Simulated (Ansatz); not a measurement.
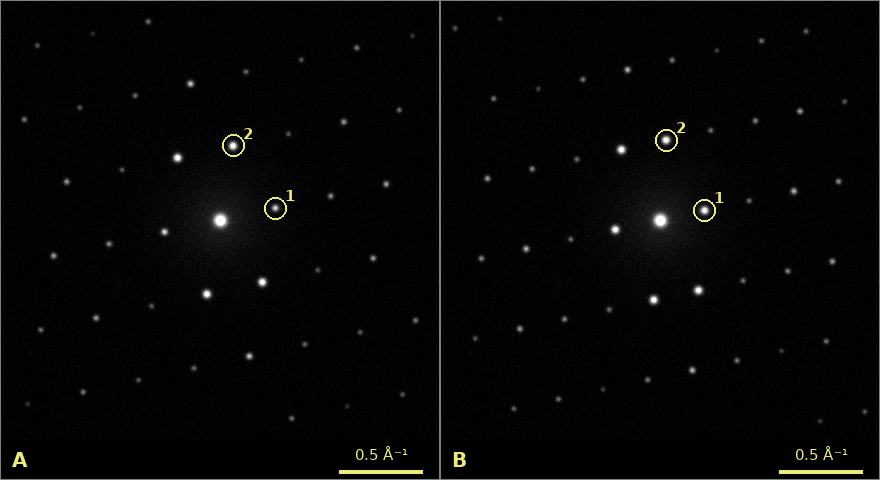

Kinematic electron diffraction patterns (200 kV, B = 0.5 Å², same scale) along [1-10] of the run's own cell, for the start and the end of one relaxation of Be2P with DFT PBE, scalar-relativistic, plane waves, PAW (Ansatz 0.2.0). k mesh 16×16×16. The start is a generated model structure, and the relaxation ends in the nearest stationary point of its symmetry, not necessarily the ground state. Spot 1 is -2 -2 2 and spot 2 is -1 -1 0 in both.

Start structure:

```
Be P
1.0
    -1.67682    1.67682    5.83025
     1.67682   -1.67682    5.83025
     1.67682    1.67682   -5.83025
Be P
4 2
Direct
  0.41650 0.41650 0.00000
  0.16650 0.66650 0.50000
  0.33350 0.83350 0.50000
  0.58350 0.58350 0.00000
  0.00000 0.00000 0.00000
  0.75000 0.25000 0.50000
```

Which pattern belongs to the start structure, and which to the relaxed one?

A is the start: its cell gives d(1) = 2.915 Å, d(2) = 2.197 Å and an angle of 67.9°. B is the relaxed structure, with d(1) = 3.619 Å (+24.2 %), d(2) = 2.062 Å (-6.1 %) and 73.5°.

Name reflections whose intensity changes strongly on relaxation.

2 2 -2 goes from 29 to 90 % of the strongest spot; 7 7 -6 goes from 3.1 to 9.3 % of the strongest spot.

What did the relaxation do to the structure and the energy?

The volume changed by +2.1 % to 11.16 Å³ an atom; with the mean shift removed, the atoms moved by up to 0.20 Å relative to the cell (Be most); the space group stayed I4_1/amd (No. 141); the free energy fell by 260 meV an atom. Relaxed cell: a = 7.551 Å, b = 7.551 Å, c = 7.551 Å, α = 156.76°, β = 156.76°, γ = 33.10°.
